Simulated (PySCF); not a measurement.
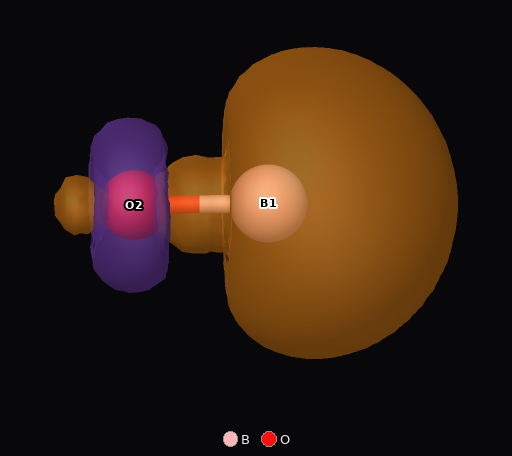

The picture shows: BO (doublet). Isosurfaces of the spin density (α minus β) at +0.02 (orange) and −0.02 e/Å³ (purple), seen from one side.

Theory: PBE0/aug-pcseg-1, non-relativistic, at a bond length of 1.207 Å in PySCF.

Question: Describe the spin distribution.

Answer: The unpaired spin (1 electron) lies mostly on B1 (about 1.0), in electrons by Hirshfeld's partition.
